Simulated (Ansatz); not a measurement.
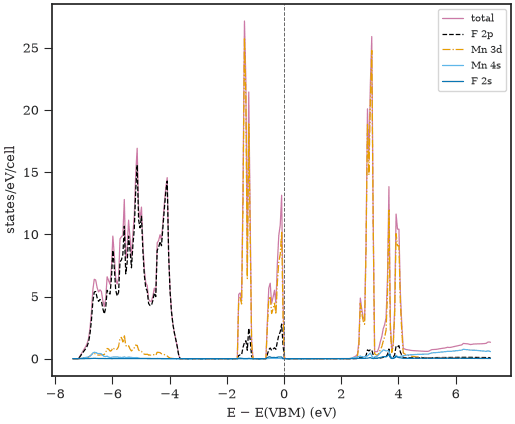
Total and projected density of states of MnF$_{2}$ (rutile, space group No. 136), PBE (plane waves, PAW; program Ansatz)

Task: Which orbitals carry the states next to the gap?

Result: Top 1 eV of the valence band: Mn 3d 80 %, F 2p 18 %. Bottom 1 eV of the conduction band: Mn 3d 93 %. Projections are on Löwdin-orthogonalised atomic valence shells; empty p or d shells of many metals are not among them.

Task: Where is the tallest occupied peak in this window, and what makes it?

Result: Near -1.4 eV, about 27 states/eV per cell; the largest projected share is Mn 3d.

Space group P4_2/mnm (rutile). The cell was relaxed with PBE under the symmetry of its start, as lowered by the spin order. Spin order of the final state: antiferromagnetic, chosen from 5 collinear starts compared on coarse meshes (ties went to the first, and starts can fall back to one state), not a proven ground state. No Hubbard U is applied.

Potentials: the later of the program's two PAW sets.
